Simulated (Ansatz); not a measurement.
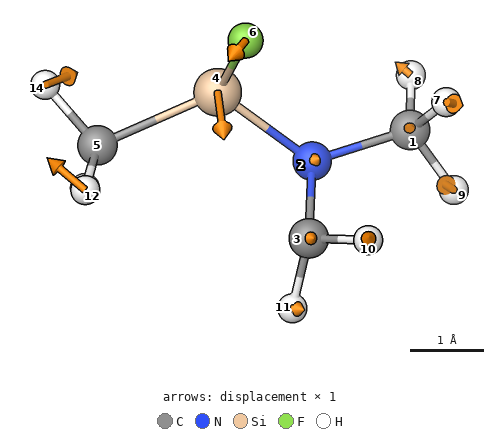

A relaxation of C$_{3}$H$_{8}$FNSi. The starting structure is drawn; orange arrows show the displacements, at their true length. The two geometries are superimposed by the best rigid fit.

The picture is a ball-and-stick view, seen at a tilt.

The run prepares an end point of a later path (inversion) calculation, from a guessed geometry.

Computed with Ansatz, RHF/6-31G*. (no spin polarisation; force threshold 0.015 eV/Å; at most 40 steps)

Q: What did the optimiser do to the structure, and how much energy did it gain?

A: Over 13 accepted moves (14 points after the start) the energy falls by 370.2 kJ/mol. Largest force component: 3.5 eV/Å at the start, 0.014 eV/Å at the end. The line search rejected the trial step at point 7 of the run. The largest move after the best rigid fit is that of the Si atom, 0.92 Å. Largest moves by element: Si 0.92 Å, H 0.76 Å, F 0.53 Å, C 0.19 Å, N 0.19 Å. Some distances before and after: C–Si 2.420 → 1.824 Å, C–N 1.440 → 1.496 Å, F–Si 1.649 → 1.597 Å, C–Si 1.808 → 1.860 Å. New bonds form: C–Si (2.42 → 1.82 Å). Among the angles between lasting bonds that change: C–N–Si 101.6° → 70.4°, C–N–Si 128.2° → 151.7°, N–Si–F 108.1° → 119.9°.
